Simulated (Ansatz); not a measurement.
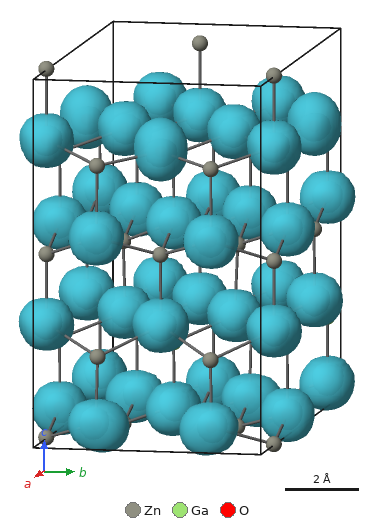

Zn₁₃Ga₂O₁₆. Isosurface of the electron localisation function at 0.75 (cyan), seen slightly off an axis. Core shells and regions of very low density are left out. Sticks mark near contacts.

Space group Cm.

Method: DFT LDA, scalar-relativistic, plane waves, PAW (Ansatz 0.2.0).

The calculation's input:

```
crystal:
  lattice:
    - [6.4988, 0.0, 0.0]
    - [-3.2494, 5.62812589, 0.0]
    - [0.0, 0.0, 10.4076]
  atoms:
    - { symbol: Zn, position: [0.166839, 0.333744, 0.500165] }
    - { symbol: Zn, position: [0.166015, 0.833786, 0.000223] }
    - { symbol: Zn, position: [0.333065, 0.666957, 0.250182] }
    - { symbol: Zn, position: [0.166814, 0.833348, 0.500273] }
    - { symbol: Zn, position: [0.332965, 0.666585, 0.749759] }
    - { symbol: Zn, position: [0.666966, 0.333353, -0.000146] }
    - { symbol: Zn, position: [0.832942, 0.166538, 0.250004] }
    - { symbol: Zn, position: [0.666529, 0.33398, 0.500503] }
    - { symbol: Zn, position: [0.831978, 0.165722, 0.749913] }
    - { symbol: Zn, position: [0.666456, 0.83344, 0.000109] }
    - { symbol: Zn, position: [0.834392, 0.666111, 0.249811] }
    - { symbol: Zn, position: [0.667688, 0.833657, 0.500332] }
    - { symbol: Zn, position: [0.833076, 0.665843, 0.750084] }
    - { symbol: Ga, position: [0.333388, 0.166053, 0.249658] }
    - { symbol: Ga, position: [0.333297, 0.166194, 0.749951] }
    - { symbol: O, position: [0.166714, 0.333351, 0.190747] }
    - { symbol: O, position: [0.33363, 0.167112, 0.44116] }
    - { symbol: O, position: [0.166258, 0.333699, 0.690749] }
    - { symbol: O, position: [0.333773, 0.166131, 0.941457] }
    - { symbol: O, position: [0.166657, 0.832709, 0.190843] }
    - { symbol: O, position: [0.33336, 0.666803, 0.440509] }
    - { symbol: O, position: [0.166113, 0.833433, 0.690767] }
    - { symbol: O, position: [0.333451, 0.667046, 0.940176] }
    - { symbol: O, position: [0.666794, 0.333946, 0.190851] }
    - { symbol: O, position: [0.832928, 0.167043, 0.441127] }
    - { symbol: O, position: [0.667115, 0.333161, 0.690259] }
    - { symbol: O, position: [0.833278, 0.166444, 0.941388] }
    - { symbol: O, position: [0.666763, 0.832518, 0.190402] }
    - { symbol: O, position: [0.833775, 0.667007, 0.44068] }
    - { symbol: O, position: [0.666666, 0.833556, 0.691234] }
    - { symbol: O, position: [0.833771, 0.666795, 0.940953] }
scf:
  occupations: { method: gaussian, width: 0.05 }
output:
  forces: true
  stress: true
  write_density: true
  write_potential: true
  elf: true
  volumetric_format: npy
hamiltonian:
  xc: lda
kpoints:
  mp_grid: { grid: [4, 4, 3] }
relax:
  f_tol: 0.01
  max_steps: 60
  cell: { stress_tol: 0.05 }
```

Command:

```sh
ansatz run input.yaml --threads 8 --pin off --max-ram 20480MiB --backend cpu --events-out ev --progress --plain --runs-dir out
```

Below, planes, directions and counts refer to the conventional cell (a = 11.04 Å, b = 6.37 Å, c = 10.22 Å, α = 90.00°, β = 90.06°, γ = 90.00°).

The fields are those of the run's last geometry, not of the input's.

### What do the ELF domains correspond to?

At this value the surface marks out 32 regions wrapped around O (the valence shell of each), counted in one cell of 62 atoms. Any copies at cell faces, edges or corners count once. Profiles from the grid: Ga–O (1.79 Å): the ELF peaks at about 0.80 in the valence shell of O, 0.6 Å from its nucleus, and is about 0.45 at the midpoint. Zn–O (1.85 Å): the ELF peaks at about 0.80 in the valence shell of O, 0.6 Å from its nucleus, and is about 0.35 at the midpoint.
